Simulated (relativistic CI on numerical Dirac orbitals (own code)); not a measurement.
**Sr³⁶⁺: one ion under different settings**

How much do the settings matter for Sr³⁶⁺? One ion, several inputs.

The numbers are computed with relativistic CI on numerical Dirac orbitals (own code) version 3 (Dirac-Coulomb-Breit CI, KLI orbitals optimised for each configuration, model QED (radiative potential, 1s self-energy scaled to tabulated hydrogen-like ionisation energies), numerical settings as typed), except any that are marked as measured or tabulated.

## (1) What is computed

- ion: Sr³⁶⁺ (Sr XXXVII)
- nuclear charge: 38
- electrons: 2
- isotope: A = 88

## (2) An attempt

Settings of the run:

```ini
atom Sr  Z=38  charge=36  electrons=2
nucleus A=88  rms_radius_fm=4.2240
hamiltonian dirac-coulomb  breit=on  qed=on  c_scale=1
orbitals kli  potential=per-configuration
slater_scale 1
correlation none
mixing on
grid step=0.0125 r_max=3.3
scf mixing=0.4 start=green max_iterations=2 tolerance=2e-08 node_fill=0.05
configurations
  1s2
  1s 2s
end
```

Command:

```
python run_levels.py task.json out
```

One command runs all members of the session, one after another, from task.json.

From the run's result record (rounded, not every field):

```text
{
  "status": "not_converged",
  "warnings": ["SCF of 1s2 did not converge"],
  "scf_steps of the first configuration [iteration, E_Ha, residual, outer_eigenvalue_Ha]": [
    [1, -1448.391434, 0.829, -735.3],
    [2, -1448.470059, 0.497, -726]
  ]
}
```

Wall time 0.00091 s (1 thread, shared host).

What went wrong: the run ended without a result. The SCF ran into its iteration limit before the residual met the tolerance. The input had iteration limit 2. The cure is to restore the usual settings of the SCF.

## (3) An attempt

Settings of the run:

```ini
atom Sr  Z=38  charge=37  electrons=1
nucleus A=88  rms_radius_fm=4.2240
hamiltonian dirac-coulomb  breit=on  qed=on  c_scale=1
orbitals kli  potential=per-configuration
slater_scale 1
correlation none
mixing on
grid step=0.0125 r_max=3.3
scf mixing=0.4 start=green max_iterations=82 tolerance=2e-08 node_fill=0.05
configurations
  1s2
  1s 2s
end
```

Main fields:

```text
{
  "status": "refused",
  "warnings": ["configuration 1s2 has 2 electrons, the ion has 1"]
}
```

Run time: 0.00027 s. Hardware: 1 thread, shared host.

What went wrong: the program refused the input. The electrons of a configuration don't add up to Z less the charge. The input had charge 37. The cure is to make charge and configurations agree.

## (4) The mended input

Settings of the run:

```ini
atom Sr  Z=38  charge=36  electrons=2
nucleus A=88  rms_radius_fm=4.2240
hamiltonian dirac-coulomb  breit=on  qed=on  c_scale=1
orbitals kli  potential=per-configuration
slater_scale 1
correlation none
mixing on
grid step=0.0125 r_max=3.3
scf mixing=0.4 start=green max_iterations=150 tolerance=2e-08 node_fill=0.05
configurations
  1s2
  1s 2s
end
```

Main fields:

```text
{
  "status": "converged",
  "levels [i, E_cm, J2, conf, term, w_term, w_jj]": [
    [0, 0, 0, "1s2", "1S", 1, 1],
    [1, 1.1703463e+08, 2, "1s 2s", "3S", 1, 1],
    [2, 1.174479e+08, 0, "1s 2s", "1S", 1, 1]
  ],
  "total_energy [Ha]": -1446.7899623,
  "n_levels_all": 3,
  "overlap": 3.01726e-14,
  "scf_iterations": [7, 6],
  "orbital_energies [Ha]": {"1s": -712.147},
  "configurations [conf, odd, states, E_av_Ha, breit_Ha, qed_Ha]": [
    ["1s2", 0, 1, -1448.513913, 0.7293, 0.9953],
    ["1s 2s", 0, 4, -913.6804289, 0.03575, 0.5776]
  ],
  "scf_steps of the first configuration [iteration, E_Ha, residual, outer_eigenvalue_Ha]": [
    [1, -1448.391434, 0.829, -735.3],
    [2, -1448.470059, 0.497, -726],
    [3, -1448.51391, 0.00147, -712.1],
    [4, -1448.513913, 0.0002, -712.1],
    [5, -1448.513913, 3.58e-07, -712.1],
    [6, -1448.513913, 3.65e-08, -712.1],
    [7, -1448.513913, 3.21e-11, -712.1]
  ]
}
```

Wall time 0.022 s (1 thread, shared host).

## (5) End of the grid 9.9, grid step 0.006

Changes to the settings of step 4:

```diff
@@ -7,3 +7,3 @@
 mixing on
-grid step=0.0125 r_max=3.3
+grid step=0.006 r_max=9.9
 scf mixing=0.4 start=green max_iterations=150 tolerance=2e-08 node_fill=0.05
```

Main fields:

```text
{
  "status": "converged",
  "levels [i, E_cm, J2, conf, term, w_term]": [
    [0, 0, 0, "1s2", "1S", 1],
    [1, 1.1703463e+08, 2, "1s 2s", "3S", 1],
    [2, 1.174479e+08, 0, "1s 2s", "1S", 1]
  ],
  "total_energy [Ha]": -1446.7899963,
  "n_levels_all": 3,
  "overlap": 4.20059e-14,
  "scf_iterations": [7, 6],
  "orbital_energies [Ha]": {"1s": -712.147},
  "configurations [conf, odd, states, E_av_Ha, breit_Ha, qed_Ha]": [
    ["1s2", 0, 1, -1448.513947, 0.7293, 0.9953],
    ["1s 2s", 0, 4, -913.6804501, 0.03575, 0.5776]
  ],
  "scf_steps of the first configuration [iteration, E_Ha, residual, outer_eigenvalue_Ha]": [
    [1, -1448.391468, 0.829, -735.3],
    [2, -1448.470093, 0.497, -726],
    [3, -1448.513944, 0.00147, -712.1],
    [4, -1448.513947, 0.0002, -712.1],
    [5, -1448.513947, 3.58e-07, -712.1],
    [6, -1448.513947, 3.65e-08, -712.1],
    [7, -1448.513947, 3.21e-11, -712.1]
  ]
}
```

It took 0.049 s on 1 thread, shared host.

## (6) End of the grid 4.95

Changes to the settings of step 5:

```diff
@@ -7,3 +7,3 @@
 mixing on
-grid step=0.006 r_max=9.9
+grid step=0.0125 r_max=4.95
 scf mixing=0.4 start=green max_iterations=150 tolerance=2e-08 node_fill=0.05
```

Main fields:

```text
{
  "status": "converged",
  "levels [i, E_cm, J2, conf, term, w_term]": [
    [0, 0, 0, "1s2", "1S", 1],
    [1, 1.1703463e+08, 2, "1s 2s", "3S", 1],
    [2, 1.174479e+08, 0, "1s 2s", "1S", 1]
  ],
  "total_energy [Ha]": -1446.7899623,
  "n_levels_all": 3,
  "overlap": 3.01726e-14,
  "scf_iterations": [7, 6],
  "orbital_energies [Ha]": {"1s": -712.147},
  "configurations [conf, odd, states, E_av_Ha, breit_Ha, qed_Ha]": [
    ["1s2", 0, 1, -1448.513913, 0.7293, 0.9953],
    ["1s 2s", 0, 4, -913.6804289, 0.03575, 0.5776]
  ],
  "scf_steps of the first configuration [iteration, E_Ha, residual, outer_eigenvalue_Ha]": [
    [1, -1448.391434, 0.829, -735.3],
    [2, -1448.470059, 0.497, -726],
    [3, -1448.51391, 0.00147, -712.1],
    [4, -1448.513913, 0.0002, -712.1],
    [5, -1448.513913, 3.58e-07, -712.1],
    [6, -1448.513913, 3.65e-08, -712.1],
    [7, -1448.513913, 3.21e-11, -712.1]
  ]
}
```

Wall time 0.022 s (1 thread, shared host).

## (7) Nuclear radius 4.6464

Settings of the run:

```ini
atom Sr  Z=38  charge=36  electrons=2
nucleus A=88  rms_radius_fm=4.6464
hamiltonian dirac-coulomb  breit=on  qed=on  c_scale=1
orbitals kli  potential=per-configuration
slater_scale 1
correlation none
mixing on
grid step=0.0125 r_max=3.3
scf mixing=0.4 start=green max_iterations=150 tolerance=2e-08 node_fill=0.05
configurations
  1s2
  1s 2s
end
```

Main fields:

```text
{
  "status": "converged",
  "levels [i, E_cm, J2, conf, term, w_term]": [
    [0, 0, 0, "1s2", "1S", 1],
    [1, 1.1703411e+08, 2, "1s 2s", "3S", 1],
    [2, 1.1744737e+08, 0, "1s 2s", "1S", 1]
  ],
  "total_energy [Ha]": -1446.7843654,
  "n_levels_all": 3,
  "overlap": 2.96862e-14,
  "scf_iterations": [7, 6],
  "orbital_energies [Ha]": {"1s": -712.145},
  "configurations [conf, odd, states, E_av_Ha, breit_Ha, qed_Ha]": [
    ["1s2", 0, 1, -1448.508262, 0.7292, 0.9953],
    ["1s 2s", 0, 4, -913.6771849, 0.03575, 0.5776]
  ],
  "scf_steps of the first configuration [iteration, E_Ha, residual, outer_eigenvalue_Ha]": [
    [1, -1448.385783, 0.829, -735.3],
    [2, -1448.464408, 0.497, -726],
    [3, -1448.508259, 0.00147, -712.1],
    [4, -1448.508262, 0.0002, -712.1],
    [5, -1448.508262, 3.58e-07, -712.1],
    [6, -1448.508262, 3.65e-08, -712.1],
    [7, -1448.508262, 3.21e-11, -712.1]
  ]
}
```

It took 0.021 s on 1 thread, shared host.

The changed nuclear radius is not that of the isotope named.

## (8) Speed-of-light factor 0.8

Settings of the run:

```ini
atom Sr  Z=38  charge=36  electrons=2
nucleus A=88  rms_radius_fm=4.2240
hamiltonian dirac-coulomb  breit=on  qed=on  c_scale=0.8
orbitals kli  potential=per-configuration
slater_scale 1
correlation none
mixing on
grid step=0.0125 r_max=3.3
scf mixing=0.4 start=green max_iterations=150 tolerance=2e-08 node_fill=0.05
configurations
  1s2
  1s 2s
end
```

Main fields:

```text
{
  "status": "converged",
  "levels [i, E_cm, J2, conf, term, w_term]": [
    [0, 0, 0, "1s2", "1S", 1],
    [1, 1.1816771e+08, 2, "1s 2s", "3S", 1],
    [2, 1.1861775e+08, 0, "1s 2s", "1S", 1]
  ],
  "total_energy [Ha]": -1463.0935977,
  "n_levels_all": 3,
  "overlap": 4.48247e-14,
  "scf_iterations": [7, 6],
  "orbital_energies [Ha]": {"1s": -720.375},
  "configurations [conf, odd, states, E_av_Ha, breit_Ha, qed_Ha]": [
    ["1s2", 0, 1, -1465.390707, 1.155, 1.143],
    ["1s 2s", 0, 4, -924.8896488, 0.05703, 0.6664]
  ],
  "scf_steps of the first configuration [iteration, E_Ha, residual, outer_eigenvalue_Ha]": [
    [1, -1465.26327, 0.839, -743.9],
    [2, -1465.345092, 0.504, -734.4],
    [3, -1465.390704, 0.00153, -720.3],
    [4, -1465.390707, 0.000201, -720.4],
    [5, -1465.390707, 3.84e-07, -720.4],
    [6, -1465.390707, 3.47e-08, -720.4],
    [7, -1465.390707, 3.57e-11, -720.4]
  ]
}
```

Run time: 0.021 s. Hardware: 1 thread, shared host.

A changed speed of light describes a fictitious ion. The QED potentials keep the true α.

## (9) The runs side by side

| setting | total energy less usual (Ha) | largest shift of a level among the lowest eight of both runs, same label and place (cm⁻¹) | SCF iterations | time | lowest level | kind of change |
| --- | --- | --- | --- | --- | --- | --- |
| usual | 0 | 0 | 13 | 0.022 s | 1s2 1S0 | - |
| end of the grid 9.9, grid step 0.006 | -3.41e-05 | 2.78 | 13 | 0.049 s | 1s2 1S0 | numerical |
| end of the grid 4.95 | 0 | 0 | 13 | 0.022 s | 1s2 1S0 | numerical |
| nuclear radius 4.6464 | 0.0056 | 524 | 13 | 0.021 s | 1s2 1S0 | unphysical constant |
| speed-of-light factor 0.8 | -16.3 | 1.17e+06 | 13 | 0.021 s | 1s2 1S0 | unphysical constant |

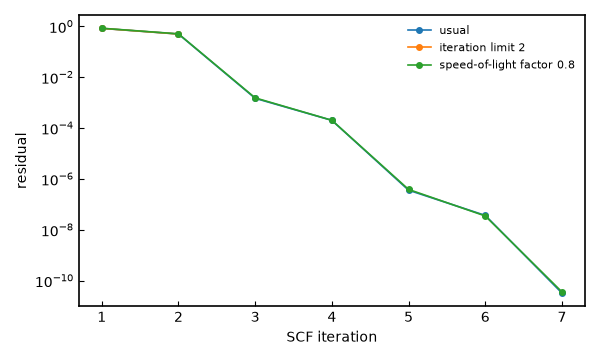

Residual of the first configuration's SCF.

## (10) What came out

| quantity | value |
| --- | --- |
| lowest level, usual settings | 1s2 1S0 |
| total energy | -1446.7900 Ha |
| first excitation | 14510.44 eV |
| runs without a result | 2 |

**Reading.** Among the runs whose levels can be followed, they move most under «speed-of-light factor 0.8» (unphysical constant), by up to 1.17e+06 cm⁻¹. No visible change in the result comes from «end of the grid 4.95». Only the listed configurations are in the model.
